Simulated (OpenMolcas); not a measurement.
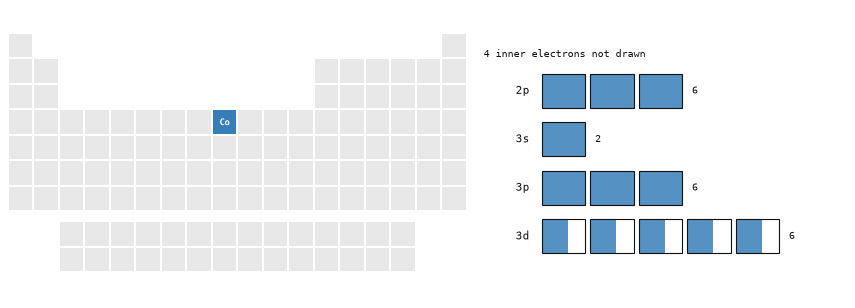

Left, the place of cobalt in the periodic table; right, the outer shells of the leading configuration of the lowest level: a box for each of the 2l + 1 orbitals, shaded by the share of the shell that is filled, with the electron count at the right.

## Co³⁺ complex: multiconfigurational calculation (part 1 of 2)

Co³⁺ with 6 ligands (F; octahedron, 2.011 Å), embedded in K2NaGaF6 by model potentials and point charges, whose field is part of the energies. Computed at this level: state-averaged CASSCF, active space 6 electrons in the shell 3d, basis ANO-RCC-VDZP on the metal and ANO-RCC-VDZP on the ligands, DKH2 scalar Hamiltonian, spin-orbit coupling by RASSI with atomic mean-field integrals (OpenMolcas).

**Log (extracts)**
```
--- SEWARD ---
Basis set label: CO.ANO-RCC...5S4P2D1F.

      Electronic valence basis set:
      ------------------
      Associated Effective Charge  27.000000 au
      Associated Actual Charge     27.000000 au
      Nuclear Model: Point charge

      Shell  nPrim  nBasis  Cartesian Spherical Contaminant
         s      21       5        X
         p      15       4        X
         d      10       2                 X
         f       6       1                 X
                  Relativistic Douglas-Kroll-Hess integrals:
                    - DKH order of Hamiltonian: 2
                    - DKH order of Properties : 0
                  Atomic mean-field integrals
--- RASSCF ---
Wave function specifications:
      -----------------------------

      Number of closed shell electrons          78
      Number of electrons in active shells       6
      Max number of holes in RAS1 space          0
      Max nr of electrons in RAS3 space          0
      Number of inactive orbitals               39
      Number of active orbitals                  5
      Number of secondary orbitals              98
      Spin quantum number                      2.0
      State symmetry                             1
Orbital specifications:
      -----------------------

      Symmetry species                           1   2
                                                ag  au
      Frozen orbitals                            0   0
      Inactive orbitals                         18  21
      Active orbitals                            5   0
      RAS1 orbitals                              0   0
      RAS2 orbitals                              5   0
      RAS3 orbitals                              0   0
      Secondary orbitals                        46  52
      Deleted orbitals                           0   0
      Number of basis functions                 69  73
      Number of CSFs                             5
      Number of root(s) required                 5
      Iter CI   SX   CI       RASSCF       Energy    max ROT     max BLB   max BLB  Level Ln srch  Step   QN
          iter iter root      energy       change     param      element    value   shift minimum  type update
 Nr of preliminary CI iterations:   1
      Total energies have been shifted. Add                -1000.00 au
        1   1    9    0  -989.19642370    0.00E+00  -8.88E-02   23  29 1  4.71E-01*  1.61   0.00    SX    NO
        2   1   10    0  -990.07559598   -8.79E-01* -6.50E-02    9  22 2  1.63E-01*  1.17   0.00    SX    NO
        3   1    9    0  -990.22694922   -1.51E-01* -4.02E-02   21  24 2  8.00E-02*  1.03   0.00    SX    NO
        4   1    9    0  -990.25582846   -2.89E-02* -2.23E-02   21  24 2  4.48E-02*  0.98   0.00    SX    NO
        5   1    9    0  -990.26397626   -8.15E-03* -2.36E-02   21  24 2  2.63E-02*  0.96   2.19    LS   YES
        6   1    8    0  -990.26737792   -3.40E-03*  4.58E-03   19  25 1 -7.82E-03*  0.93   1.12    QN   YES
        7   1    8    0  -990.26794316   -5.65E-04*  3.04E-03    4  32 2 -6.10E-03*  0.94   1.68    LS   YES
        8   1    8    0  -990.26805270   -1.10E-04* -1.62E-03    4  32 2 -5.73E-03*  0.94   1.02    QN   YES
        9   1    7    0  -990.26813705   -8.44E-05* -1.48E-03    6  34 2  1.90E-03*  0.93   1.25    QN   YES
       10   1    7    0  -990.26815500   -1.79E-05* -5.48E-04    6  34 2  8.62E-04*  0.94   1.25    QN   YES
       11   1    6    0  -990.26815797   -2.97E-06* -1.38E-04    6  34 2  2.40E-04*  0.94   1.27    QN   YES
       12   1    6    0  -990.26815829   -3.21E-07* -1.96E-05   21  73 2 -5.78E-05   0.94   1.15    QN   YES
       13   1    5    0  -990.26815831   -2.27E-08* -1.44E-05    4  32 2 -2.86E-05   0.94   1.26    QN   YES
       14   1    4    0  -990.26815832   -5.16E-09  -4.94E-06    6  24 2  6.66E-06   0.94   1.04    QN   YES
      Convergence after 14 iterations
       15   1    4    0  -990.26815832   -1.09E-09  -4.94E-06    6  24 1  2.18E-06   0.94   1.04    QN   YES
      Natural orbitals and occupation numbers for root  1
      sym 1:   1.000000   2.000000   1.000000   1.000000   1.000000
      Natural orbitals and occupation numbers for root  2
      sym 1:   2.000000   1.000000   1.000000   1.000000   1.000000
      Natural orbitals and occupation numbers for root  3
      sym 1:   2.000000   1.000000   1.000000   1.000000   1.000000
::    RASSCF root number  1 Total energy:  -1990.28492545
::    RASSCF root number  2 Total energy:  -1990.28492545
::    RASSCF root number  3 Total energy:  -1990.28492545
::    RASSCF root number  4 Total energy:  -1990.24300763
::    RASSCF root number  5 Total energy:  -1990.24300763
--- RASSCF ---
Wave function specifications:
      -----------------------------

      Number of closed shell electrons          78
      Number of electrons in active shells       6
      Max number of holes in RAS1 space          0
      Max nr of electrons in RAS3 space          0
      Number of inactive orbitals               39
      Number of active orbitals                  5
      Number of secondary orbitals              98
      Spin quantum number                      1.0
      State symmetry                             1
Orbital specifications:
      -----------------------

      Symmetry species                           1   2
                                                ag  au
      Frozen orbitals                            0   0
      Inactive orbitals                         18  21
      Active orbitals                            5   0
      RAS1 orbitals                              0   0
      RAS2 orbitals                              5   0
      RAS3 orbitals                              0   0
      Secondary orbitals                        46  52
      Deleted orbitals                           0   0
      Number of basis functions                 69  73
      Number of CSFs                            45
      Number of root(s) required                45
      Iter CI   SX   CI       RASSCF       Energy    max ROT     max BLB   max BLB  Level Ln srch  Step   QN
          iter iter root      energy       change     param      element    value   shift minimum  type update
 Nr of preliminary CI iterations:   1
      Total energies have been shifted. Add                -1000.00 au
        1   1    8    0  -990.10225970    0.00E+00   1.24E-02   20  26 1 -2.12E-02*  0.95   0.00    SX    NO
        2   1    8    0  -990.10419493   -1.94E-03* -9.51E-03   11  23 1  8.32E-03*  0.95   0.00    SX    NO
        3   1    8    0  -990.10486109   -6.66E-04*  5.38E-03   20  26 1 -5.22E-03*  0.95   0.00    SX    NO
        4   1    8    0  -990.10511833   -2.57E-04*  3.72E-03   12  21 1  3.25E-03*  0.94   0.00    SX    NO
        5   1    8    0  -990.10522167   -1.03E-04*  5.44E-03   12  21 1  1.99E-03*  0.94   2.50    LS   YES
        6   1    7    0  -990.10528893   -6.73E-05*  9.97E-04    8  34 2  1.98E-03*  0.94   1.17    QN   YES
        7   1    7    0  -990.10529417   -5.24E-06*  1.69E-04   10  24 1 -5.73E-04*  0.94   0.88    QN   YES
        8   1    6    0  -990.10529499   -8.17E-07*  1.95E-04   10  24 1 -3.91E-04*  0.94   1.47    QN   YES
        9   1    5    0  -990.10529523   -2.45E-07* -6.80E-05   10  24 1 -1.30E-04*  0.94   1.22    QN   YES
       10   1    5    0  -990.10529525   -2.10E-08* -1.68E-05   10  24 1 -3.16E-05   0.94   1.28    QN   YES
       11   1    4    0  -990.10529526   -4.93E-09   4.43E-06   13  24 2  8.22E-06   0.94   1.05    QN   YES
      Convergence after 11 iterations
       12   1    4    0  -990.10529526   -2.51E-09   4.43E-06   15  22 2  3.53E-06   0.94   1.05    QN   YES
      Natural orbitals and occupation numbers for root  1
      sym 1:   1.926477   1.926453   1.039356   1.048426   0.059287
      Natural orbitals and occupation numbers for root  2
      sym 1:   1.926282   1.048597   0.059480   1.926481   1.039159
      Natural orbitals and occupation numbers for root  3
      sym 1:   1.926270   1.048610   0.059494   1.926481   1.039145
::    RASSCF root number  1 Total energy:  -1990.21085882
::    RASSCF root number  2 Total energy:  -1990.21085882
::    RASSCF root number  3 Total energy:  -1990.21085882
::    RASSCF root number  4 Total energy:  -1990.19229401
::    RASSCF root number  5 Total energy:  -1990.19229401
::    RASSCF root number  6 Total energy:  -1990.19229401
::    RASSCF root number  7 Total energy:  -1990.17448152
::    RASSCF root number  8 Total energy:  -1990.17448152
::    RASSCF root number  9 Total energy:  -1990.17448152
::    RASSCF root number 10 Total energy:  -1990.16374555
::    RASSCF root number 11 Total energy:  -1990.16374555
::    RASSCF root number 12 Total energy:  -1990.16374555
::    RASSCF root number 13 Total energy:  -1990.15495352
::    RASSCF root number 14 Total energy:  -1990.15495352
::    RASSCF root number 15 Total energy:  -1990.15487211
::    RASSCF root number 16 Total energy:  -1990.15487211
::    RASSCF root number 17 Total energy:  -1990.15487211
::    RASSCF root number 18 Total energy:  -1990.13311304
::    RASSCF root number 19 Total energy:  -1990.13311304
::    RASSCF root number 20 Total energy:  -1990.13311304
::    RASSCF root number 21 Total energy:  -1990.12870677
::    RASSCF root number 22 Total energy:  -1990.12494134
::    RASSCF root number 23 Total energy:  -1990.12494134
::    RASSCF root number 24 Total energy:  -1990.12402019
::    RASSCF root number 25 Total energy:  -1990.12402019
::    RASSCF root number 26 Total energy:  -1990.12402019
::    RASSCF root number 27 Total energy:  -1990.10610310
::    RASSCF root number 28 Total energy:  -1990.10009220
::    RASSCF root number 29 Total energy:  -1990.10009220
::    RASSCF root number 30 Total energy:  -1990.10009220
--- RASSCF ---
Wave function specifications:
      -----------------------------

      Number of closed shell electrons          78
      Number of electrons in active shells       6
      Max number of holes in RAS1 space          0
      Max nr of electrons in RAS3 space          0
      Number of inactive orbitals               39
      Number of active orbitals                  5
      Number of secondary orbitals              98
      Spin quantum number                      0.0
      State symmetry                             1
Orbital specifications:
      -----------------------

      Symmetry species                           1   2
                                                ag  au
      Frozen orbitals                            0   0
      Inactive orbitals                         18  21
      Active orbitals                            5   0
      RAS1 orbitals                              0   0
      RAS2 orbitals                              5   0
      RAS3 orbitals                              0   0
      Secondary orbitals                        46  52
      Deleted orbitals                           0   0
      Number of basis functions                 69  73
      Number of CSFs                            50
      Number of root(s) required                50
      Iter CI   SX   CI       RASSCF       Energy    max ROT     max BLB   max BLB  Level Ln srch  Step   QN
          iter iter root      energy       change     param      element    value   shift minimum  type update
 Nr of preliminary CI iterations:   1
      Total energies have been shifted. Add                -1000.00 au
        1   1    8    0  -990.02549863    0.00E+00   5.90E-03   22  28 1 -9.18E-03*  0.94   0.00    SX    NO
        2   1    8    0  -990.02605306   -5.54E-04* -4.40E-03   12  21 1  3.84E-03*  0.94   0.00    SX    NO
        3   1    8    0  -990.02625961   -2.07E-04*  2.51E-03   22  28 1 -2.60E-03*  0.93   0.00    SX    NO
        4   1    7    0  -990.02634355   -8.39E-05*  1.73E-03   12  21 1  1.51E-03*  0.93   0.00    SX    NO
        5   1    7    0  -990.02637879   -3.52E-05*  2.56E-03   12  21 1  9.17E-04*  0.93   2.50    LS   YES
        6   1    7    0  -990.02640318   -2.44E-05* -5.54E-04    7  34 2  1.01E-03*  0.93   1.23    QN   YES
        7   1    7    0  -990.02640531   -2.13E-06*  1.17E-04   10  24 1 -3.66E-04*  0.93   0.91    QN   YES
        8   1    6    0  -990.02640564   -3.25E-07* -1.27E-04   10  24 1 -2.46E-04*  0.93   1.44    QN   YES
        9   1    5    0  -990.02640576   -1.18E-07*  5.10E-05   10  24 1 -7.79E-05   0.93   1.29    QN   YES
       10   1    5    0  -990.02640577   -1.56E-08* -1.51E-05   21  27 1 -1.28E-05   0.93   1.28    QN   YES
       11   1    4    0  -990.02640578   -4.04E-09  -1.17E-05   13  24 2  1.12E-05   0.93   1.11    QN   YES
      Convergence after 11 iterations
       12   1    4    0  -990.02640578   -2.11E-09  -1.17E-05   10  24 1  7.60E-06   0.93   1.11    QN   YES
      Natural orbitals and occupation numbers for root  1
      sym 1:   1.955691   1.955691   0.066463   1.955691   0.066463
      Natural orbitals and occupation numbers for root  2
      sym 1:   1.969414   1.969057   1.001636   0.055460   1.004433
      Natural orbitals and occupation numbers for root  3
      sym 1:   1.969485   1.956702   1.016811   0.989548   0.067454
::    RASSCF root number  1 Total energy:  -1990.19481877
::    RASSCF root number  2 Total energy:  -1990.16272553
::    RASSCF root number  3 Total energy:  -1990.16272553
::    RASSCF root number  4 Total energy:  -1990.16272553
::    RASSCF root number  5 Total energy:  -1990.13265880
::    RASSCF root number  6 Total energy:  -1990.13265880
::    RASSCF root number  7 Total energy:  -1990.13265880
::    RASSCF root number  8 Total energy:  -1990.11892407
::    RASSCF root number  9 Total energy:  -1990.11892407
::    RASSCF root number 10 Total energy:  -1990.11244570
::    RASSCF root number 11 Total energy:  -1990.10691962
::    RASSCF root number 12 Total energy:  -1990.10691962
::    RASSCF root number 13 Total energy:  -1990.10691962
::    RASSCF root number 14 Total energy:  -1990.09814920
::    RASSCF root number 15 Total energy:  -1990.09814920
::    RASSCF root number 16 Total energy:  -1990.09814920
::    RASSCF root number 17 Total energy:  -1990.09631824
::    RASSCF root number 18 Total energy:  -1990.07508260
::    RASSCF root number 19 Total energy:  -1990.07508260
::    RASSCF root number 20 Total energy:  -1990.07489498
::    RASSCF root number 21 Total energy:  -1990.07489498
::    RASSCF root number 22 Total energy:  -1990.07489497
::    RASSCF root number 23 Total energy:  -1990.06756941
::    RASSCF root number 24 Total energy:  -1990.06756941
::    RASSCF root number 25 Total energy:  -1990.06756941
::    RASSCF root number 26 Total energy:  -1990.05029840
::    RASSCF root number 27 Total energy:  -1990.03193818
::    RASSCF root number 28 Total energy:  -1990.03193818
::    RASSCF root number 29 Total energy:  -1990.03138308
::    RASSCF root number 30 Total energy:  -1990.02011661
--- RASSI ---
SPIN-FREE ENERGIES:
  (Shifted by EMIN (a.u.) =      -1990.2849254451)

 SF State       Relative EMIN(au)   Rel lowest level(eV)    D:o, cm**(-1)

     1             0.0000000000        0.0000000000              0.0000
     2             0.0000000000        0.0000000000              0.0000
     3             0.0000000000        0.0000000000              0.0000
     4             0.0419178164        1.1406418922           9199.8973
     5             0.0419178164        1.1406418922           9199.8973
     6             0.0740666221        2.0154554608          16255.7446
     7             0.0740666221        2.0154554608          16255.7446
     8             0.0740666221        2.0154554608          16255.7446
    51             0.0901066734        2.4519274937          19776.1289
    10             0.0926314309        2.5206296440          20330.2491
    11             0.0926314309        2.5206296440          20330.2491
     9             0.0926314309        2.5206296440          20330.2491
    13             0.1104439245        3.0053322873          24239.6396
    14             0.1104439245        3.0053322873          24239.6396
    12             0.1104439245        3.0053322873          24239.6396
    16             0.1211798916        3.2974728368          26595.9120
    17             0.1211798916        3.2974728368          26595.9120
    15             0.1211798916        3.2974728368          26595.9120
    52             0.1221999177        3.3252291598          26819.7819
    53             0.1221999177        3.3252291598          26819.7819
    54             0.1221999177        3.3252291598          26819.7819
    18             0.1299719207        3.5367161347          28525.5394
    19             0.1299719207        3.5367161347          28525.5394
    22             0.1300533356        3.5389315483          28543.4079
    20             0.1300533356        3.5389315483          28543.4079
    21             0.1300533356        3.5389315483          28543.4079
    24             0.1518124055        4.1310260043          33318.9717
    23             0.1518124055        4.1310260043          33318.9717
    25             0.1518124055        4.1310260043          33318.9717
    55             0.1522666460        4.1433865155          33418.6660
    56             0.1522666460        4.1433865155          33418.6660
    57             0.1522666460        4.1433865155          33418.6660
    26             0.1562186793        4.2509268223          34286.0371
    27             0.1599841085        4.3533893688          35112.4532
    28             0.1599841085        4.3533893688          35112.4532
    29             0.1609052506        4.3784549237          35314.6206
    30             0.1609052506        4.3784549237          35314.6206
    31             0.1609052506        4.3784549237          35314.6206
    58             0.1660013773        4.5171275960          36433.0911
    59             0.1660013773        4.5171275960          36433.0911
Eigenvalues of complex Hamiltonian:
   -----------------------------------
  (Shifted by EMIN (a.u.) =      -1990.2849254451)

 SO State       Relative EMIN(au)   Rel lowest level(eV)    D:o, cm**(-1)

     1            -0.0022503999        0.0000000000              0.0000
     2            -0.0022503999        0.0000000000              0.0000
     3            -0.0022503999        0.0000000000              0.0000
     4            -0.0010203923        0.0334702130            269.9555
     5            -0.0010203923        0.0334702130            269.9555
     6            -0.0009162063        0.0363052589            292.8217
     7            -0.0009162063        0.0363052589            292.8217
     8            -0.0009162063        0.0363052589            292.8217
     9             0.0007609238        0.0819422932            660.9092
    10             0.0009925487        0.0882451270            711.7449
    11             0.0009925487        0.0882451270            711.7449
    12             0.0009925487        0.0882451270            711.7449
    13             0.0011524275        0.0925956523            746.8343
    14             0.0011524275        0.0925956523            746.8343
    15             0.0011524275        0.0925956523            746.8343
    16             0.0417656526        1.1977378061           9660.4069
    17             0.0417896953        1.1983920406           9665.6837
    18             0.0417896953        1.1983920406           9665.6837
    19             0.0417896953        1.1983920406           9665.6837
    20             0.0418135514        1.1990411998           9670.9195
    21             0.0418135514        1.1990411998           9670.9195
    22             0.0418462017        1.1999296584           9678.0854
    23             0.0418462017        1.1999296583           9678.0854
    24             0.0418462017        1.1999296583           9678.0854
    25             0.0418782590        1.2008019835           9685.1212
    26             0.0726142476        2.0371708404          16430.8909
    27             0.0726142476        2.0371708402          16430.8909
    28             0.0728091351        2.0424739990          16473.6638
    29             0.0728091351        2.0424739992          16473.6638
    30             0.0728091351        2.0424739991          16473.6638
    31             0.0739879852        2.0745521448          16732.3915
    32             0.0751288022        2.1055953570          16982.7719
    33             0.0751288022        2.1055953572          16982.7719
    34             0.0751288022        2.1055953571          16982.7719
    35             0.0916575196        2.5553646703          20610.4060
    36             0.0916575196        2.5553646704          20610.4060
    37             0.0916575196        2.5553646705          20610.4060
    38             0.0919906435        2.5644294331          20683.5183
    39             0.0921564797        2.5689420671          20719.9151
    40             0.0921564797        2.5689420672          20719.9151
```

(Continued in part 2.) Outcome of the run: converged.
